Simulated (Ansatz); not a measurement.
```json
{"atom": "Sn", "x (Å)": "0.3598", "y (Å)": "-0.0362", "z (Å)": "0.0811"}
{"atom": "Cl", "x (Å)": "0.7185", "y (Å)": "0.0132", "z (Å)": "2.4401"}
{"atom": "H", "x (Å)": "1.9047", "y (Å)": "0.0714", "z (Å)": "-0.6844"}
{"atom": "Cl", "x (Å)": "-0.8817", "y (Å)": "1.9105", "z (Å)": "-0.5226"}
{"atom": "H", "x (Å)": "-0.6244", "y (Å)": "-1.4121", "z (Å)": "-0.2689"}
```

Core potentials replace the inner electrons of Sn.

All numbers below come from RKS BLYP/def2-SVP in Ansatz.

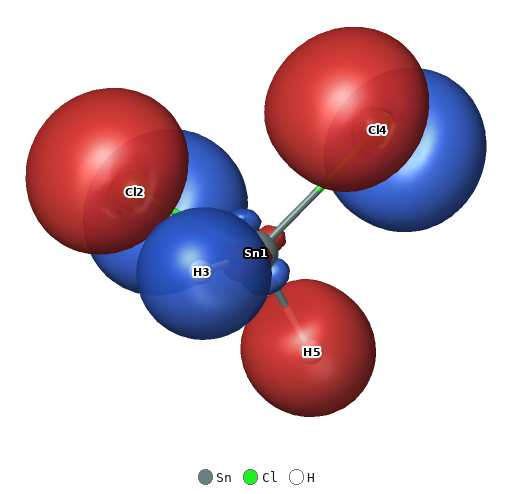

Cl₂H₂Sn. The HOMO at ±0.08 Å⁻³ᐟ² (blue and red are the two phases), seen at a tilt.

Describe this orbital and give its energy.

By Hirshfeld shares it lies mainly on Cl2 (about 40 %), Cl4 (about 40 %), Sn1 (about 10 %), H3 (about 5 %) and H5 (about 5 %); largely a combination of lone pairs on Cl2 and Cl4. Its energy is −7.11 eV.
